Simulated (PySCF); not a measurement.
**C₃H₁₁ClSi₂: density, localisation and related maps**

Input file:

```
{"job": {"kind": "nmr", "xc": "PBE0", "basis": "pcSseg-1"}, "charge": 0, "multiplicity": 1}
C      0.558048    -0.685053     0.846104
C     -0.622843    -0.424163    -0.073763
Si    -1.325572    -1.955264    -0.946815
C      1.022848     0.521124     1.639995
Si     1.622413     1.977513     0.586095
Cl     0.130105    -2.026516     1.999096
H      1.396966    -1.097749     0.264880
H     -0.311239     0.292159    -0.855376
H     -1.435355     0.066243     0.489880
H     -0.205822    -2.837343    -1.397571
H     -2.255408    -2.726220    -0.074172
H     -2.083070    -1.495934    -2.153056
H      1.851513     0.227867     2.305141
H      0.206441     0.872785     2.293536
H      0.482619     2.695714    -0.060529
H      2.362201     2.939188     1.457103
H      2.540180     1.485290    -0.488607
```

Launched as:

```sh
OMP_NUM_THREADS=1 python cluster_run.py task.json out
```

Geometry: PBE0-D3(BJ)/def2-SVP.

The calculation used PBE0/pcSseg-1, SCF density, gas phase, non-relativistic (PySCF 2.14.0).

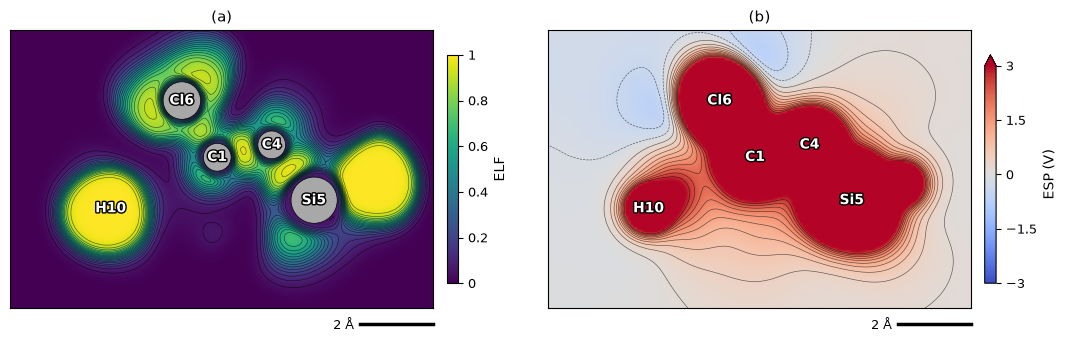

Figure 1. (a) electron localisation function; (b) electrostatic potential on the plane of atoms C1, C4 and Si5. Grey discs cover the atomic cores in the ELF map.

> Describe what can be read from this map.

The plane passes through C, Si, Cl and H nuclei. C–C (1.52 Å): the ELF peaks at about 0.95 between the atoms: a covalent bond. C–Cl (1.82 Å): the ELF peaks at about 0.90 between the atoms (a covalent bond). C–Si (1.90 Å): the ELF peaks at about 0.95 between the atoms, as expected for a shared electron pair. The ELF also peaks beside Cl6, away from the bonds: lone-pair regions. Outside the dense part of the molecule the potential is most negative (−0.7 V) near Cl6.

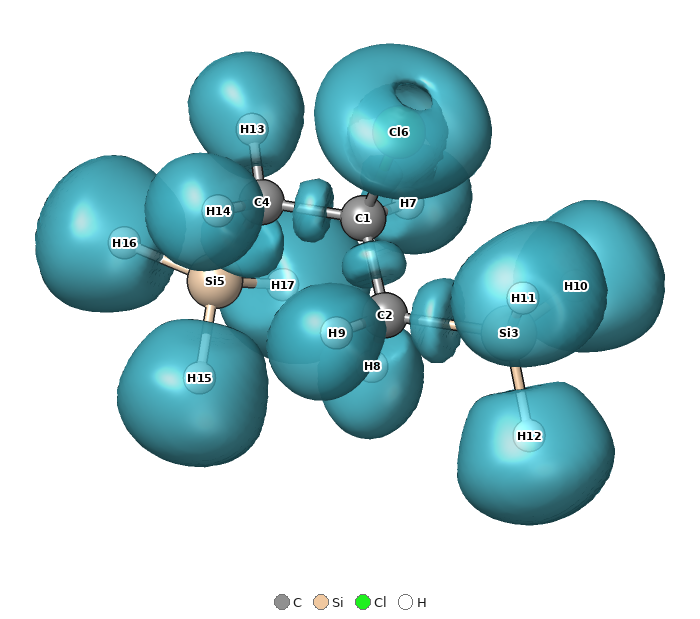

Figure 2. Isosurface of the ELF at 0.8 (cyan), seen at a tilt. Only the valence region is drawn (cores and ρ < 0.01 e/Å³ removed).

> Where are the electrons localised?

The surface consists of two regions between bonded C–C atoms (shared pairs), one region between bonded C–Cl atoms (shared pairs), two regions between bonded C–Si atoms (shared pairs), eleven regions around hydrogen nuclei and one ring or bowl of non-bonding electrons around Cl.

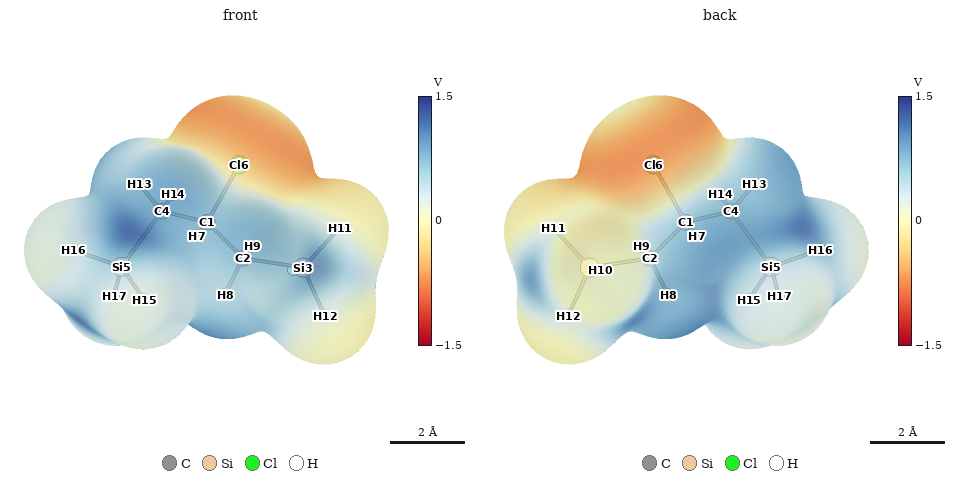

Figure 3. The electrostatic potential painted on the density surface at 0.002 e/bohr³, seen from the front and from behind; red is negative and blue positive.

> Describe the electrostatic potential map.

The most negative region (about −0.7 V) lies over Cl6, the most positive (about +1.2 V) over Si5.

> How polar is the molecule by this calculation?

Its dipole moment is 1.83 D.
